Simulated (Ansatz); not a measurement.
One stationary structure of FeSi. Space group P2₁3 (No. 198), AFLOW prototype AB_cP8_198_a_a (B20, as in FeSi). Method: PBEsol (plane waves to 420 eV, PAW, scalar-relativistic; Ansatz, an electronic-structure program).

```cif
data_Fe4Si4
_chemical_formula_sum 'Fe4 Si4'
_space_group_name_H-M_alt 'P213'
_space_group_IT_number 198
_space_group_name_Hall 'P 2ac 2ab 3'
_cell_length_a 4.40352
_cell_length_b 4.40352
_cell_length_c 4.40352
_cell_angle_alpha 90.000
_cell_angle_beta 90.000
_cell_angle_gamma 90.000
loop_
_atom_site_label
_atom_site_type_symbol
_atom_site_symmetry_multiplicity
_atom_site_Wyckoff_symbol
_atom_site_fract_x
_atom_site_fract_y
_atom_site_fract_z
_atom_site_occupancy
Fe1 Fe 4 a 0.13702 0.13702 0.13702 1
Si1 Si 4 a 0.84123 0.84123 0.84123 1
```

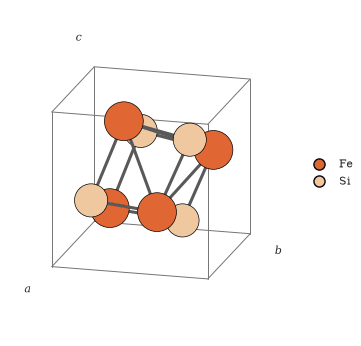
Figure. The conventional cell of the relaxed structure

Volume per atom: 10.67 Å³
Density: 6.53 g/cm³
Band gap: no clear gap: the sampled points leave 0.14 eV away from the symmetry points, which may be a band crossing missed between them
Smallest direct gap: 0.17 eV at k = (0.0909, 0.0909, 0.3636)
Magnetic moment: zero (the starting moments vanished)
Shortest distances: Fe–Si 2.26 Å; Fe–Fe 2.70 Å; Si–Si 2.73 Å
k-mesh: 11×11×11

Band energies at high-symmetry points (eV from the VBM; labels of this space group; no spin-orbit coupling), from −5 eV up to 3.1 eV:

| point | energies |
|---|---|
| Γ | -3.60 -3.60 -3.60 -3.09 -2.91 -2.91 -2.56 -2.56 -2.56 -1.99 -1.99 -1.99 -0.30 -0.30 -0.30 -0.05 -0.05 0.68 0.68 0.68 |
| X | -4.78 -4.78 -3.43 -3.43 -2.83 -2.83 -2.59 -2.59 -2.50 -2.50 -1.91 -1.91 -1.31 -1.31 -0.41 -0.41 -0.02 -0.02 0.18 0.18 1.77 1.77 2.36 2.36 |
| M | -4.96 -4.96 -4.39 -4.39 -4.08 -4.08 -3.37 -3.37 -2.32 -2.32 -1.77 -1.77 -1.39 -1.39 -1.34 -1.34 -1.07 -1.07 -0.38 -0.38 0.65 0.65 1.34 1.34 2.85 2.85 |
| R | -2.85 -2.85 -2.85 -2.85 -2.62 -2.62 -2.62 -2.62 -0.79 -0.79 -0.79 -0.79 -0.70 -0.70 -0.70 -0.70 0.49 0.49 0.49 0.49 |
| X1 | -4.78 -4.78 -3.43 -3.43 -2.83 -2.83 -2.59 -2.59 -2.50 -2.50 -1.91 -1.91 -1.31 -1.31 -0.41 -0.41 -0.02 -0.02 0.18 0.18 1.77 1.77 2.36 2.36 |

No spin polarisation in the result: the starting moments vanished. A magnetic state may lie lower.

The run could not lose the symmetry of its start; a randomly shaken copy of 8 atoms returns to this structure.
